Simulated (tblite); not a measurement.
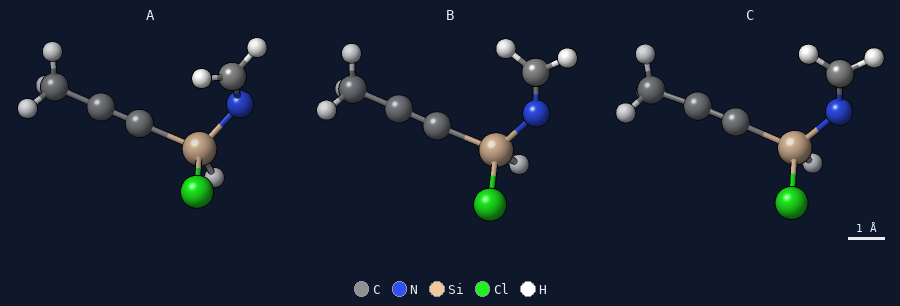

3 geometries from one relaxation of C4H6ClNSi, in shuffled order. Style: ball-and-stick. Shown at a tilt.

All numbers below come from GFN2-xTB geometry optimisation, gas phase (tblite 0.8.0). 

Put them in the order of the run, from the start to the converged end.

A, C, B. They are steps 0, 46, 111, at +0.309 eV, +0.050 eV relative to the last. After 111 geometry steps the energy has fallen by 0.309 eV. The largest move after the best rigid fit is that of an H atom, 1.14 Å. By element the largest moves are H 1.14 Å, N 0.64 Å, Cl 0.51 Å, C 0.16 Å, Si 0.12 Å. Among the contacts that change: C–N 1.294 → 1.246 Å, C–Si 1.882 → 1.847 Å, H–Si 1.480 → 1.457 Å, C–H 1.110 → 1.094 Å. Among the angles between lasting bonds that change: C–N–Si 116.2° → 135.3°, N–Si–C 110.2° → 117.0°, N–Si–Cl 110.6° → 104.1°. Groups turn about N–Si by about 60°. The run took 1.3 s on 1 thread of Arm Neoverse N1, on a shared host.
